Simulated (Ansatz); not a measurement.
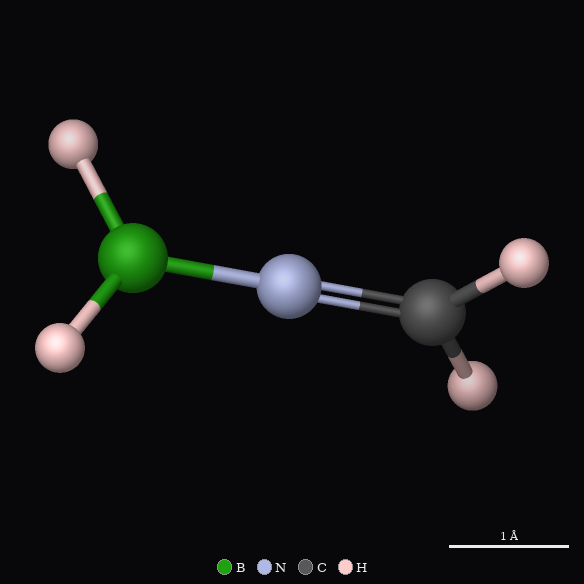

A ball-and-stick model of a molecule.

The computed structure is the end point of a PBE0-D4/def2-TZVP optimisation.

Describe the molecule.

It has 7 atoms: 1 carbon, 4 hydrogen, 1 boron and 1 nitrogen (CH₄BN). As SMILES it reads `BN=C`. It has no ring. Among its groups: imine, B–H bond. This geometry has C2v symmetry. Coordination: 1 B trigonal planar; 1 N linear; 1 C trigonal planar.

The parts below concern this one geometry. Atoms keep their numbers from picture to picture.

Geometry

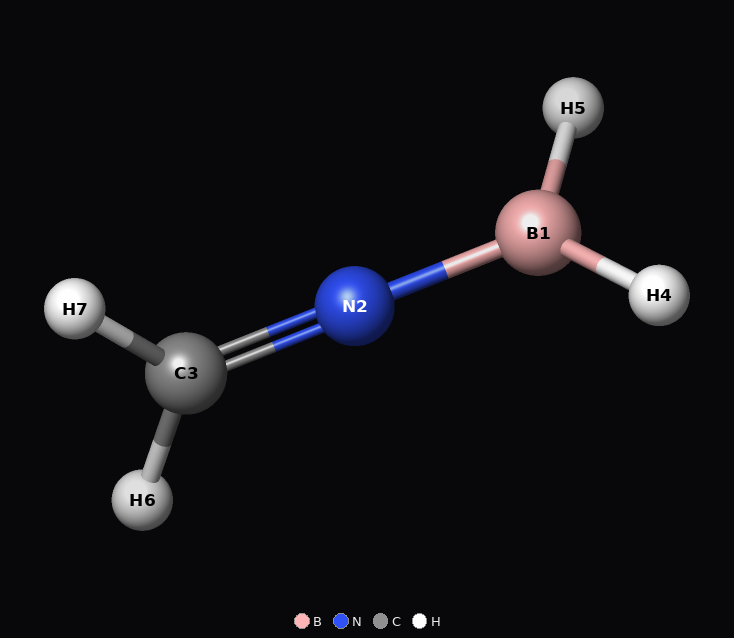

Give these bond angles: N2–B1–H4, H4–B1–H5, B1–N2–C3, N2–C3–H6, H6–C3–H7.

| angle | degrees |
| --- | --- |
| N2–B1–H4 | 118.7 |
| H4–B1–H5 | 122.7 |
| B1–N2–C3 | 180.0 |
| N2–C3–H6 | 121.4 |
| H6–C3–H7 | 117.1 |

Dipole moment

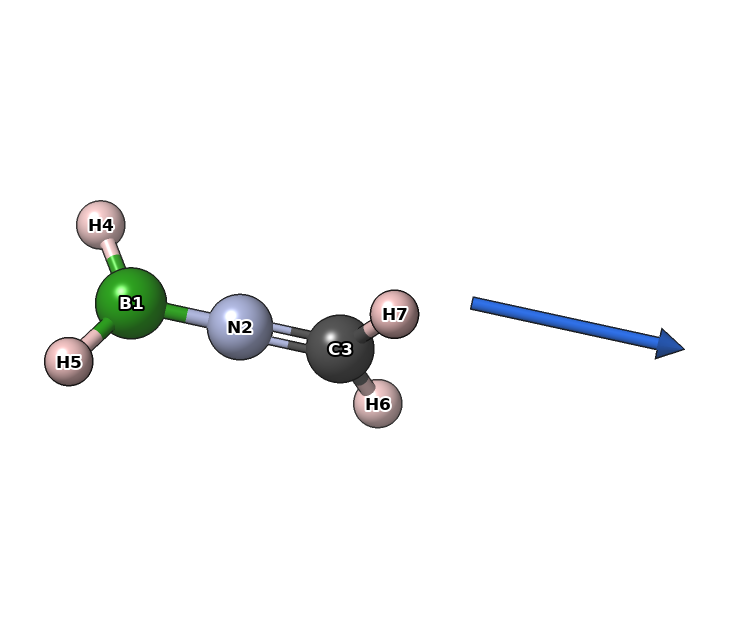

The arrow beside the molecule shows the direction of the dipole moment, from the negative to the positive end (its length means nothing). Method: RKS ωB97M-V/def2-TZVPP (Ansatz 0.2.0).

How large is the dipole moment?

2.19 D; it points from the side of H4, H5 to the side of H6, H7 (the outermost atoms at the two ends).

Vibrations

Harmonic vibrations computed with RKS PBE0-D4/def2-TZVP (Ansatz 0.2.0) at a stationary point of the same level.

How many vibrational modes are there, and where do they lie?

15 modes: 211, 329, 772, 904, 943, 1030, 1057, 1185, 1241, 1528, 1960, 2575, 2655, 3044, 3119 cm⁻¹.

Levels of theory compared

Program: Ansatz 0.2.0.

At this fixed geometry, give HOMO energy (eV) at these levels: B97M-V/def2-TZVPP; PBE-D4/def2-TZVPP; PBE0-D4/def2-QZVPP; r2SCAN0-D4/def2-TZVPP; r2SCANh-D4/def2-TZVPP; ωB97M-V/def2-TZVPP; ωB97X-V/def2-TZVPP.

```json
{"level": "B97M-V/def2-TZVPP", "HOMO energy (eV)": "−6.94"}
{"level": "PBE-D4/def2-TZVPP", "HOMO energy (eV)": "−6.64"}
{"level": "PBE0-D4/def2-QZVPP", "HOMO energy (eV)": "−7.92"}
{"level": "r2SCAN0-D4/def2-TZVPP", "HOMO energy (eV)": "−8.06"}
{"level": "r2SCANh-D4/def2-TZVPP", "HOMO energy (eV)": "−7.32"}
{"level": "ωB97M-V/def2-TZVPP", "HOMO energy (eV)": "−10.24"}
{"level": "ωB97X-V/def2-TZVPP", "HOMO energy (eV)": "−10.31"}
```
